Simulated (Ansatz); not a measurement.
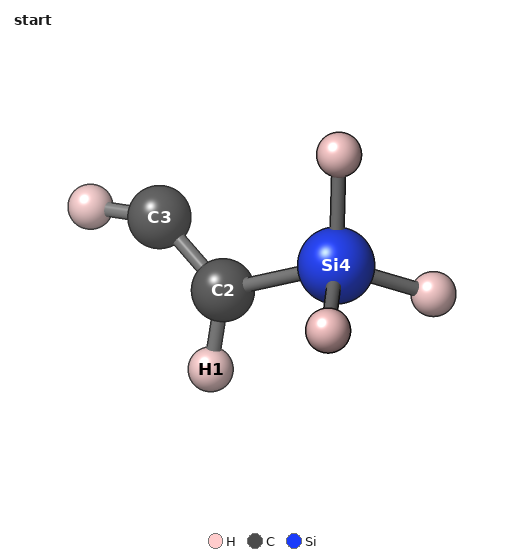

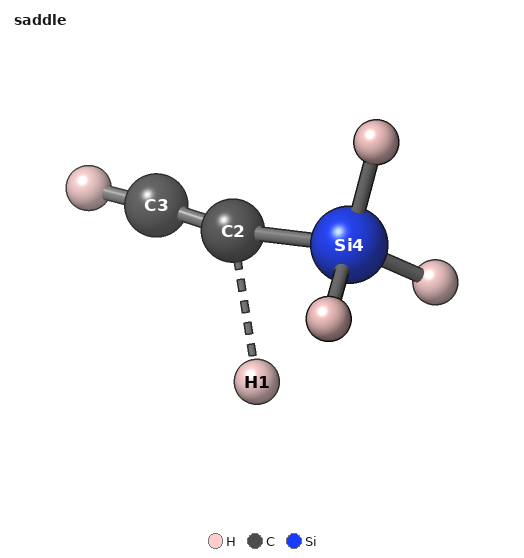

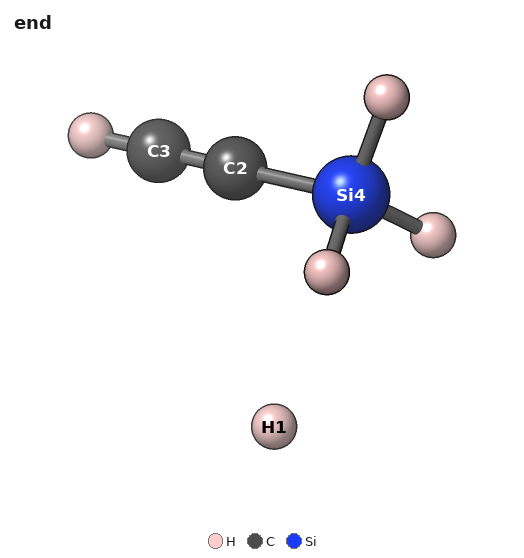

A saddle point and the two end points reached downhill from it. Broken sticks mark bonds that form or break. State: neutral, doublet. Geometries: PBE0-D4/def2-TZVP; all other levels are single points on them, and energies count from the start as drawn. Program: Ansatz 0.2.0. In CBS estimates cores are frozen, and CCSD(T) − MP2 is taken in the smaller basis.

Which bonds form and which break from start to end?

Answer. Broken: H1–C2. At the saddle point H1···C2 is 2.00 Å.

Give the electronic barrier and the reaction energy from start to end in kJ/mol (no zero-point energy) with CCSD(T)/CBS (MP2 limit from def2-TZVPP and def2-QZVPP plus CCSD(T) − MP2); B2PLYP (frozen core)/def2-TZVPP; CAM-B3LYP-D4/def2-TZVPP.

```csv
level,barrier,reaction energy
CCSD(T)/CBS (MP2 limit from def2-TZVPP and def2-QZVPP plus CCSD(T) − MP2),154.7,+138.4
B2PLYP (frozen core)/def2-TZVPP,154.4,+140.1
CAM-B3LYP-D4/def2-TZVPP,164.7,+156.6
```
